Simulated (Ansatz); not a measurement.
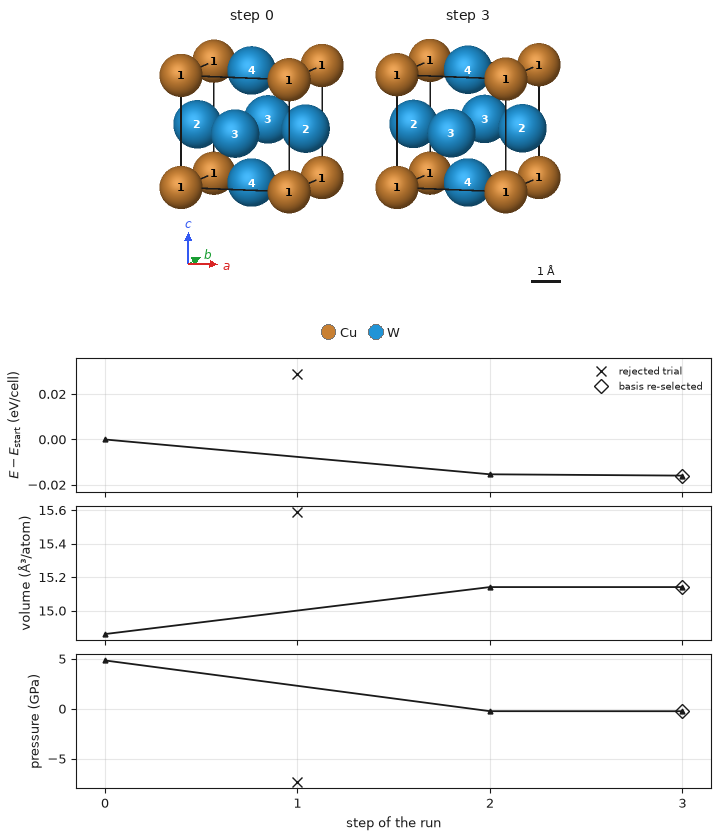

First and last geometry of a relaxation of a crystal of CuW3 (built on the Cu3Au (L1_2)_221 type) (coarse preliminary run), with the history of the run. Style: spheres-only. Shown: the cell of the calculation, slightly off an axis.

Case: Cu3Au (L1_2) type (Pm-3m, No. 221).

Level of theory: DFT PBE, scalar-relativistic, plane waves, PAW in Ansatz 0.2.0.

Input file:
```yaml
crystal:
  lattice:
    - [3.9027229029, 0.0, 0.0]
    - [0.0, 3.9027229029, 0.0]
    - [0.0, 0.0, 3.9027229029]
  atoms:
    - { symbol: Cu, position: [0.0, 0.0, 0.0] }
    - { symbol: W, position: [0.0, 0.5, 0.5] }
    - { symbol: W, position: [0.5, 0.0, 0.5] }
    - { symbol: W, position: [0.5, 0.5, 0.0] }
basis:
  ecutwfc: 420
kpoints:
  mp_grid: { grid: [4, 4, 4] }
hamiltonian:
  xc: pbe
scf:
  occupations: { method: gaussian, width: 0.1 }
  lower_state_search: "off"
output:
  forces: true
  stress: true
  eigenvalues: true
relax:
  adjacent_minimum: "off"
  f_tol: 0.04
  max_steps: 70
  cell: { stress_tol: 0.4 }
```

Run as
```bash
ansatz run input.yaml --threads 1 --pin off --max-ram 2560MiB --backend cpu --events-out ev --progress --plain --runs-dir out
```

Did the run converge, and what did it change?

Answer. It converged. After 1 accepted move (3 points after the start) the energy has fallen by 15.9 meV per cell of the calculation. All forces vanish by symmetry, so only the cell relaxes. Pressure: 4.84 GPa at the start and −0.24 GPa at the end. The line search rejected the trial step at point 1 of the run. The SCF was repeated once at an unchanged geometry on a basis and grid sized afresh for the cell, which shifted the energy by 0.6 meV per cell of the calculation at most. The atoms keep their places relative to the cell (all moves are under 0.005 Å). The drawn cell changes as follows: a = b = c 3.903 → 3.927 Å (+0.6 %); the volume changes by +1.9 %. Near-neighbour distances that change, for instance: Cu1–W2 2.760 → 2.777 Å, W2–W3 2.760 → 2.777 Å. The space group stays Pm-3m (No. 221).

```
step  E − E(0), meV/atom  pressure, GPa  volume, Å³/atom                      note
   0                0.00           4.84           14.861                          
   1                7.21          -7.36           15.588                  rejected
   2               -3.84          -0.23           15.141                          
   3               -3.98          -0.24           15.141  same geometry, new basis
```

Limits of the set-up: the k-point mesh is coarse for a cell with partly filled bands.
